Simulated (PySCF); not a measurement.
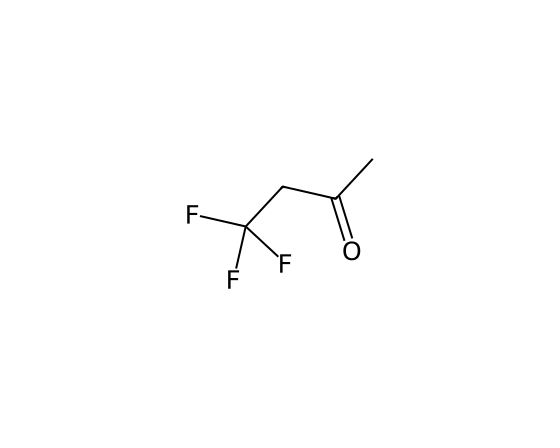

Computed geometry: PBE0-D3(BJ)/def2-SVP optimisation. No frequency run is at hand to confirm it as a minimum. Method: PBE0/pcSseg-1, gas phase (PySCF 2.14.0).

What does the calculation give?

The species is C₄H₅F₃O (`CC(=O)CC(F)(F)F`).
- dipole moment: 1.78 D
- HOMO energy (Kohn–Sham orbital): −7.82 eV
- LUMO energy (Kohn–Sham orbital): −0.93 eV
- HOMO–LUMO gap: 6.89 eV
